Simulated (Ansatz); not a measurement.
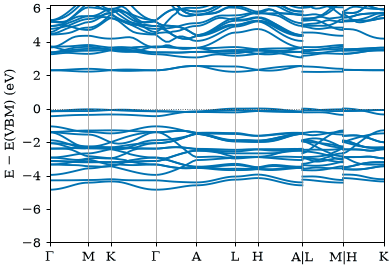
Figure: Band structure from DFT-r²SCAN in the program Ansatz with PAW potentials

The gap is 2.18 eV; an edge lies off the plotted path or next to a special point (maximum at H, minimum off the standard path).

Task: Which of these materials gives this?
(A) CuI, P6_422 (Cu on 3c, I on 3d)
(B) MgO, P6_3/mmc (Mg on 2c, O on 2d)
(C) CsVI3, P6_3/mmc (Cs on 2c, V on 2a, I on 6h)
(D) WS2, P6_3/mmc (W on 2c, S on 4f)

Result: C, CsVI3, P6_3/mmc (Cs on 2c, V on 2a, I on 6h)

The workflow started from a Materials Project entry (that database holds measured and hypothetical structures alike); the Crystallography Open Database files this formula in space group No. 194, but the cells were not matched. Its standing as an ambient phase is unchecked. Symmetry was held in the r²SCAN relaxation, as lowered by the spin order; whether a distortion lowers the energy is not shown. Magnetic state: antiferromagnetic, chosen from 4 collinear starts compared on coarse meshes (ties went to the first, and starts can fall back to one state), not a proven ground state. Other orbital occupations within this spin state were not tried. No Hubbard U is applied. Scalar-relativistic: spin–orbit coupling is off unless named, which matters more the heavier the elements.

Potentials: the later of the program's two PAW sets.
